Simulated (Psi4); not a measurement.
**M06-L/6-31G(d) (spherical functions) run of CH7GaSi (SMILES [CH3][GaH][SiH3])**

What is the vertical singlet–triplet gap of CH7GaSi at M06-L/6-31G* (spherical functions)? 

The calculation is run with Psi4 1.11.

### 1 The system as given

CH7GaSi: 10 atoms, total charge 0, spin state singlet. SMILES: `[CH3][GaH][SiH3]`. The shape is that of a PBE0-D4/def2-TZVP optimisation.

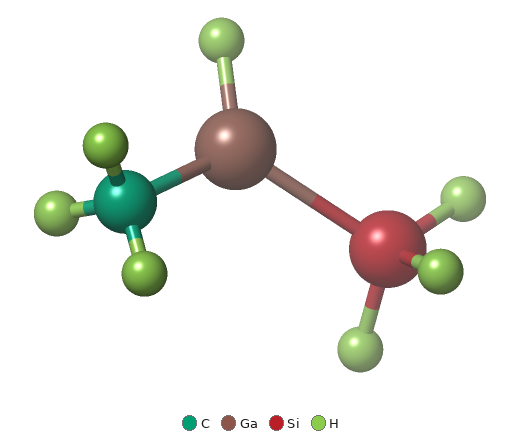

The structure, seen from a chosen angle (carbon teal, gallium brown, silicon red, hydrogen green).

### 2 Energy and forces at M06-L/6-31G(d) (spherical functions)

ch7gasi.py

```python
import psi4

psi4.set_memory('2200 MB')
psi4.set_num_threads(1)
psi4.core.set_output_file('run.log', False)

mol = psi4.geometry("""
0 1
C     -1.123300     1.394100    -0.619200
Ga     0.561500     0.659300     0.093300
Si     0.786700    -1.705300     0.550700
H     -1.924300     0.656600    -0.670400
H     -0.947000     1.785400    -1.626000
H     -1.454200     2.236500    -0.005700
H      1.759600     1.654600     0.346000
H      0.531000    -2.496200    -0.688800
H      2.125000    -2.100900     1.069700
H     -0.231700    -2.135100     1.553300
symmetry c1
no_reorient
no_com
""")

options = {'basis': '6-31G*', 'reference': 'rks', 'puream': True, 'e_convergence': 1e-09, 'd_convergence': 1e-08, 'scf_type': 'pk', 'dft_radial_points': 99, 'dft_spherical_points': 590}
psi4.set_options(options)

energy_value, wavefunction = psi4.gradient("m06-l", molecule=mol, return_wfn=True)
psi4.oeprop(wavefunction, "LOWDIN_CHARGES", "MULLIKEN_CHARGES", "QUADRUPOLE")
print('gradient / Eh bohr^-1')
print(energy_value.np.round(6))
print(f'energy = {wavefunction.energy():.10f} Eh')
```

The run is started by

```sh
$ python ch7gasi.py
```

run.log:

```text
[...]
  Running in c1 symmetry.
[...]
  Nuclear repulsion =  238.583028564977326
[...]
  Multiplicity = 1
[...]
  Nalpha       = 29
  Nbeta        = 29
[...]
    Number of basis functions: 78
[...]
   @RKS iter   1: -2254.14323514348644   -1.55194e+00   3.92887e-02 DIIS/ADIIS
[...]
   @RKS iter  13: -2256.28391061029924    1.36424e-12   3.55789e-09 DIIS
[...]
  @RKS Final Energy: -2256.28391061029924
   => Energetics <=
    Nuclear Repulsion Energy =            238.5830285649773259
    One-Electron Energy =               -3615.9654517149006097
    Two-Electron Energy =                1225.0542530515695034
    DFT Exchange-Correlation Energy =    -103.9557405119451232
    Empirical Dispersion Energy =           0.0000000000000000
    VV10 Nonlocal Energy =                  0.0000000000000000
    Total Energy =                      -2256.2839106102992446
[...]
  -Total Gradient:
     Atom            X                  Y                   Z
    ------   -----------------  -----------------  -----------------
       1       -0.001850664627     0.000184616864    -0.000677250716
       2        0.001718958451     0.000507155283     0.000496731011
       3       -0.000634306212     0.002823392116    -0.000638610476
       4        0.001876090813     0.000991510123     0.000325153283
       5        0.000256872274    -0.000774187810     0.001497093860
       6        0.000907609725    -0.001373358066    -0.000584505384
       7       -0.002375075754    -0.002186367812    -0.000463026518
       8       -0.000312094188    -0.000451167660    -0.001732752552
       9        0.001691079203     0.000190816251     0.000541204029
      10       -0.001298929393     0.000027907433     0.001222627877
[...]
 Multipole Moments:
 ------------------------------------------------------------------------------------
     Multipole            Electronic (a.u.)      Nuclear  (a.u.)        Total (a.u.)
 ------------------------------------------------------------------------------------
 L = 1.  Multiply by 2.5417464519 to convert [e a0] to [Debye]
 Dipole X            :        -40.9402126           40.7026220           -0.2375905
 Dipole Y            :         -8.3028405            8.5597035            0.2568629
 Dipole Z            :        -13.1009134           12.9729699           -0.1279436
 Magnitude           :                                                    0.3725552
 L = 2.  Multiply by 1.3450342976 to convert [e a0^2] to [Debye ang]
 Quadrupole XX       :       -176.0552678          145.2388624          -30.8164054
 Quadrupole XY       :         89.9432262          -90.3194724           -0.3762462
[...]
```

The script printed:

```text
gradient / Eh bohr^-1
[[-1.851e-03  1.850e-04 -6.770e-04]
 [ 1.719e-03  5.070e-04  4.970e-04]
 [-6.340e-04  2.823e-03 -6.390e-04]
 [ 1.876e-03  9.920e-04  3.250e-04]
 [ 2.570e-04 -7.740e-04  1.497e-03]
 [ 9.080e-04 -1.373e-03 -5.850e-04]
 [-2.375e-03 -2.186e-03 -4.630e-04]
 [-3.120e-04 -4.510e-04 -1.733e-03]
 [ 1.691e-03  1.910e-04  5.410e-04]
 [-1.299e-03  2.800e-05  1.223e-03]]
energy = -2256.2839106103 Eh
```

It took 100 s on 1 thread of AMD EPYC 7R43 (Zen 3), shared host; peak memory 1.5 GiB.

### 3 The triplet: a single-point energy at UM06-L/6-31G(d) (spherical functions)

ch7gasi.inp

```
memory 2200 mb

molecule system {
  0 3
  C
  Ga 1 1.971329
  Si 2 2.418938 1 120.81586
  H 1 1.090013 2 113.13032 3 6.07986
  H 1 1.09446 4 108.48557 2 121.2633
  H 1 1.093396 4 108.98032 5 115.95913
  H 2 1.577949 1 118.14396 4 -174.35894
  H 3 1.492403 2 110.18468 7 -121.43833
  H 3 1.488928 8 107.61984 2 -125.05241
  H 3 1.492338 9 107.61854 8 114.73276
  units angstrom
  symmetry c1
}

set globals {
  reference uks
  puream true
  e_convergence 1e-09
  d_convergence 1e-08
  scf_type pk
  dft_radial_points 99
  dft_spherical_points 590
  maxiter 100
}

e_tot, wfn = energy('m06-l/6-31G*', return_wfn=True)
oeprop(wfn, 'DIPOLE', 'MAYER_INDICES', 'WIBERG_LOWDIN_INDICES', title='M06-L')
print_variables()
```

The run is started by

```sh
$ psi4 -i ch7gasi.inp -o ch7gasi.out -n 1
```

ch7gasi.out:

```text
[...]
  Running in c1 symmetry.
[...]
  Nuclear repulsion =  238.583054008222064
[...]
  Multiplicity = 3
[...]
  Nalpha       = 30
  Nbeta        = 28
[...]
    Number of basis functions: 78
[...]
   @UKS iter   1: -2253.59441327039440   -1.00312e+00   3.98893e-02 DIIS/ADIIS
[...]
   @UKS iter  17: -2256.14309417024742   -4.09273e-12   5.43242e-09 DIIS
[...]
   @S^2 Observed:                2.003382896E+00
[...]
    Orbital Energies [Eh]
    ---------------------
    Alpha Occupied:
       1A   -371.900931     2A    -65.862912     3A    -45.829736
       4A    -40.487577     5A    -40.487258     6A    -40.485317
       7A    -10.053141     8A     -5.504793     9A     -5.283384
      10A     -3.742087    11A     -3.737596    12A     -3.734536
      13A     -3.597091    14A     -3.590804    15A     -3.590167
      16A     -0.745986    17A     -0.744604    18A     -0.741133
      19A     -0.738432    20A     -0.734883    21A     -0.654569
      22A     -0.543739    23A     -0.402440    24A     -0.374712
      25A     -0.369220    26A     -0.352596    27A     -0.350122
      28A     -0.279089    29A     -0.267220    30A     -0.101764
    Alpha Virtual:
[...]
  @UKS Final Energy: -2256.14309417024742
   => Energetics <=
    Nuclear Repulsion Energy =            238.5830540082220637
    One-Electron Energy =               -3615.2234180472828484
    Two-Electron Energy =                1224.3874514689439366
    DFT Exchange-Correlation Energy =    -103.8901816001308305
    Empirical Dispersion Energy =           0.0000000000000000
    VV10 Nonlocal Energy =                  0.0000000000000000
    Total Energy =                      -2256.1430941702474229
[...]
 Multipole Moments:
 ------------------------------------------------------------------------------------
     Multipole            Electronic (a.u.)      Nuclear  (a.u.)        Total (a.u.)
 ------------------------------------------------------------------------------------
 L = 1.  Multiply by 2.5417464519 to convert [e a0] to [Debye]
 Dipole X            :         -0.0218734            0.0331776            0.0113042
 Dipole Y            :          5.2577321           -5.8575841           -0.5998520
 Dipole Z            :          1.5841495           -1.7153464           -0.1311969
 Magnitude           :                                                    0.6141358
[...]
```

Wall time 2.3 min (1 thread of AMD EPYC 7R43 (Zen 3), shared host); peak memory 1.5 GiB.

### 4 Results

Level: M06-L/6-31G* (spherical functions).

```
                                        quantity           value
                           singlet: total energy  -2256.28391 Eh
                          singlet: dipole moment          0.95 D
                            singlet: HOMO energy        -6.37 eV
                            singlet: LUMO energy        -2.17 eV
                          singlet: HOMO–LUMO gap         4.20 eV
               singlet: largest force on an atom      0.168 eV/Å
                           triplet: total energy  -2256.14309 Eh
                          triplet: dipole moment          1.56 D
     triplet: HOMO energy (highest over α and β)        -2.77 eV
                                   triplet: ⟨S²⟩           2.003
vertical energy of the triplet above the singlet        3.832 eV
```

At this shape the triplet lies 3.83 eV (88 kcal/mol) above the singlet. Mulliken charges (singlet) run from -0.70 on C1 to +0.26 on Si3; they depend strongly on the basis.
